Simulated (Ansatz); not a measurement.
# Cl$_{2}$GaH: what the fields show

```xyz
4

Ga    0.1109    0.0000    0.2795
H     0.4965    0.0000    1.7820
Cl    2.2782    0.0000   -0.1395
Cl   -1.5082    0.0000   -1.1268
```

Not at a stationary point (largest force 1.2 eV/Å).

Computed with RKS revPBE/def2-SVP (Ansatz).

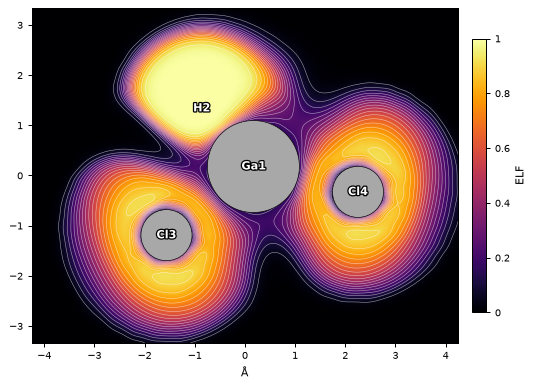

Figure 1. Electron localisation function on the molecular plane. Grey discs cover the atomic cores.

**Read the bonding off the picture.**

- The plane passes through Ga, H and Cl nuclei.
- Ga–Cl (2.14 Å): the ELF peaks at about 0.80 in the valence shell of Cl, 0.8 Å from its nucleus, and is about 0.55 at the midpoint.
- Ga–H (1.55 Å): the ELF climbs to about 1 towards the hydrogen.
- Ga–Cl (2.21 Å): the ELF peaks at about 0.85 in the valence shell of Cl, 0.8 Å from its nucleus, and is about 0.50 at the midpoint.
- The ELF also peaks beside Cl3 and Cl4, away from the bonds: lone-pair regions.

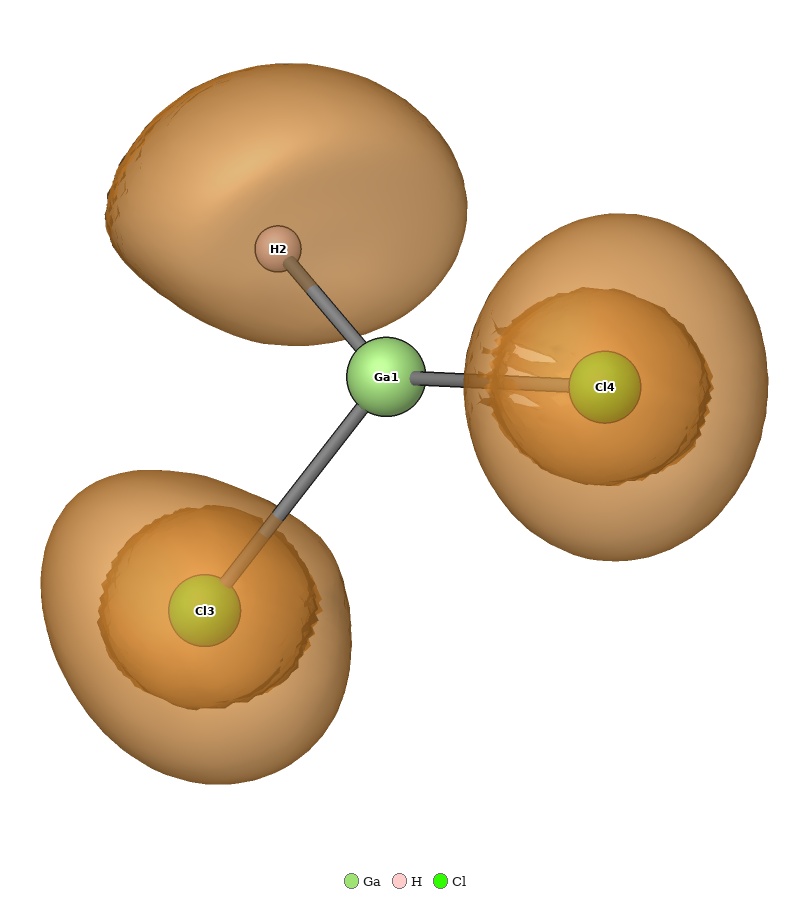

Figure 2. Isosurface of the electron localisation function at 0.8 (orange), seen at an oblique angle. Only the valence region is drawn (cores and ρ < 0.01 e/Å³ removed).

**What do the ELF domains correspond to?**

The ELF exceeds this value in one region around a hydrogen nucleus and two regions wrapped around Cl (the valence shell of each).

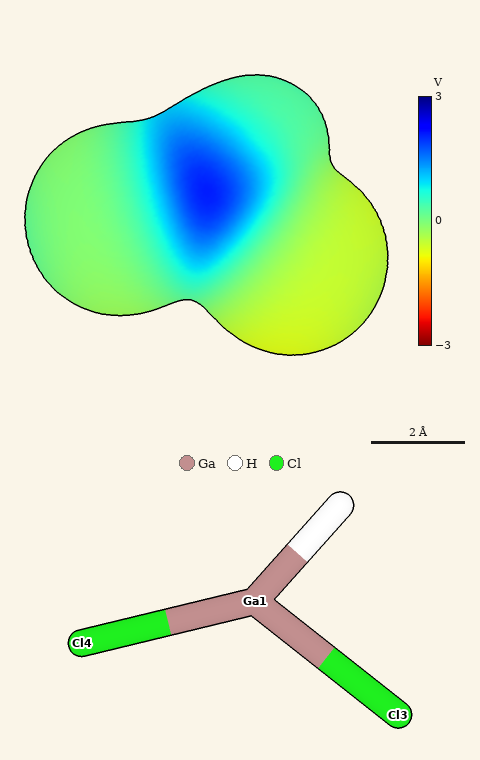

Figure 3. The electrostatic potential painted on the density surface at 0.001 e/bohr³, seen across its widest extent; red is negative and blue positive. The bare structure is drawn below in the same view.

**Which sites attract a positive test charge, and which a negative one?**

A positive charge is drawn to the negative regions and a negative charge to the positive ones. The most negative region (about −0.7 V, or −16 kcal/mol for a unit charge) lies over Cl3, the most positive (about +2.0 V, or +46 kcal/mol for a unit charge) over Ga1.

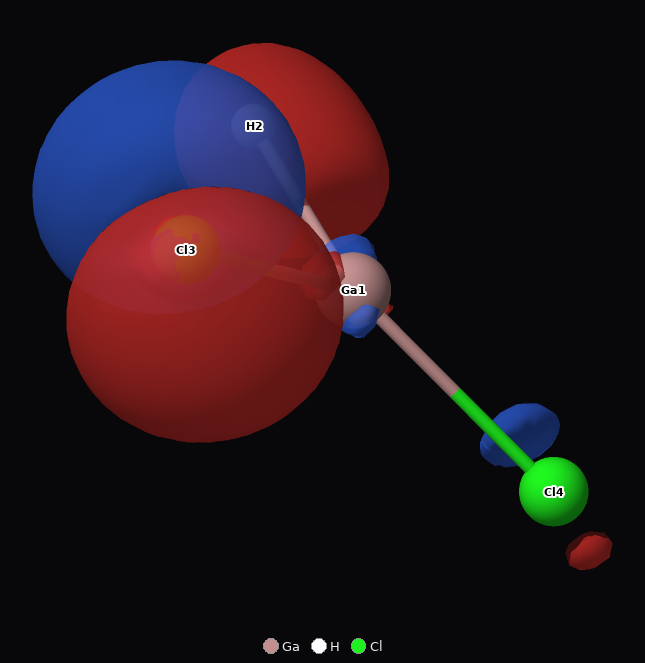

Figure 4. The HOMO at ±0.15 Å⁻³ᐟ² (red and blue are the two phases), seen at an oblique angle.

**Where does this orbital lie, and at what energy?**

Its weight (Hirshfeld) is mainly on Cl3 (about 75 %), Ga1 (about 10 %) and H2 (about 10 %); it is symmetric in the molecular plane (an in-plane orbital: σ, lone-pair or in-plane π type); largely a lone pair of Cl3. Its energy is −6.85 eV.
